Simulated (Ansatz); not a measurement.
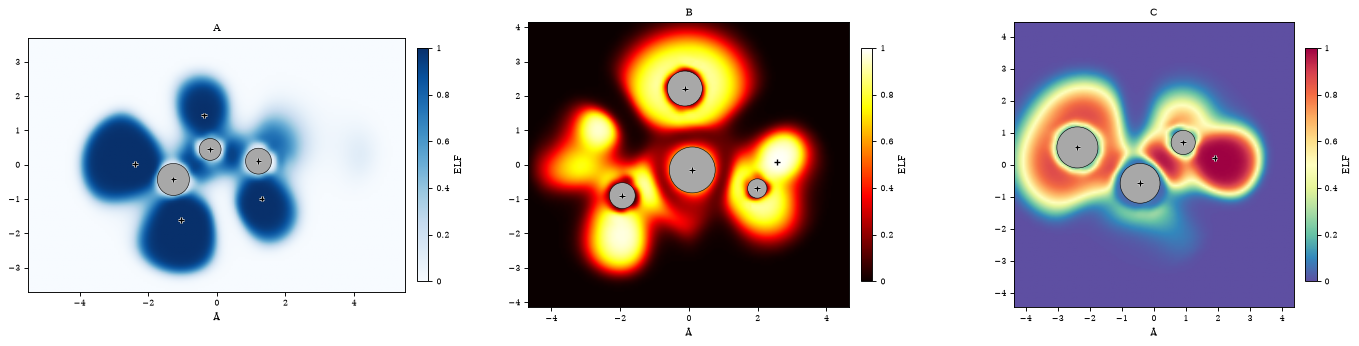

The ELF of 3 systems, each on a plane through atoms (crosses mark nuclei in the plane; grey discs cover the cores).

Computed with Ansatz 0.2.0, RKS PBE0-D4/def2-TZVPP.

System 1: CH$_{7}$BGaN, the plane of atoms B1, N2 and C3. Geometry: PBE0-D4/def2-TZVP.

```xyz
11

B    -0.6441    1.8069    0.6277
N     0.2745    0.7991    0.3964
C     0.0387   -0.6305    0.4529
Ga    0.4134   -1.6111   -1.2356
H    -0.2910    2.9453    0.5141
H    -1.7663    1.5104    0.9287
H     1.2116    1.0515    0.1213
H     0.6233   -1.0950    1.2593
H    -1.0090   -0.7952    0.7202
H     1.2096   -0.8817   -2.3794
H    -0.0608   -3.0997   -1.4055
```

System 2: CH$_{4}$ClInO$_{2}$, the plane of atoms C2, In3 and O4. Geometry: PBE0-D4/def2-TZVP; core potentials replace the inner electrons of In.

```csv
atom,x (Å),y (Å),z (Å)
O,1.4170,-0.5287,-1.4281
C,0.8929,-1.0192,-0.2297
In,-0.7190,0.2752,0.4220
O,-2.4513,0.3116,1.3528
Cl,-0.1045,2.4456,-0.3291
H,1.6378,0.4039,-1.3282
H,1.6309,-1.0671,0.5789
H,0.5112,-2.0229,-0.4117
H,-2.8150,1.2017,1.3732
```

System 3: CH$_{6}$BrNSi (SMILES C[SiH](N)Br), the plane of atoms C1, Si2 and Br4. Geometry: PBE0-D4/def2-TZVP.

```xyz
10

C    -0.9256    0.9994   -0.3471
Si   -0.1200   -0.6183    0.0655
N     1.3843   -0.3478    0.8233
Br    0.0279   -1.7810   -1.8601
H    -0.2952    1.5817   -1.0236
H    -1.0923    1.5814    0.5625
H    -1.8840    0.8343   -0.8425
H    -0.9220   -1.4805    0.9623
H     2.0389    0.3019    0.4158
H     1.8712   -1.1221    1.2470
```

Which map belongs to which system?

Panel A is system 1, CH$_{7}$BGaN: the plane holds B, N, C and H. B–N (1.38 Å): the ELF peaks at about 0.90 between the atoms, as expected for a polar covalent bond. Panel B is system 2, CH$_{4}$ClInO$_{2}$: the plane holds C, In, O, Cl and H. In–O (1.97 Å): the ELF peaks at about 0.80 in the valence shell of O, 0.6 Å from its nucleus, and drops to about 0.15 between the two atoms. Panel C is system 3, CH$_{6}$BrNSi: the plane holds C, Si, Br and H. C–Si (1.85 Å): the ELF peaks at about 0.95 between the atoms; a covalent bond.
